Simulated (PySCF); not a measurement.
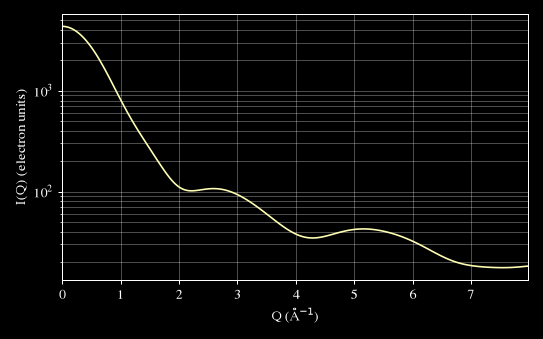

Elastic X-ray scattering of a randomly oriented, rigid molecule, calculated with the Debye equation from neutral-atom form factors (independent atoms, no Compton part, no vibration). The geometry is the end point of an optimisation (PBE0-D3(BJ)/def2-SVP geometry optimisation, gas phase in PySCF); it may be a saddle point or a higher isomer. It contains C, O, H.

### How many electrons does the independent-atom model of the molecule hold?

I(0) is the square of the electron number: I(0) = 4360, so about 66 electrons, the count of C7H16O.

### What radius of gyration does the initial fall-off give?

From I(Q) ≈ I(0) exp(−Q²R²/3) at small Q, R ≈ 2.42 Å. It is larger than the electron-weighted radius of the nuclear positions alone (2.29 Å), because each atom's electron cloud adds to it.
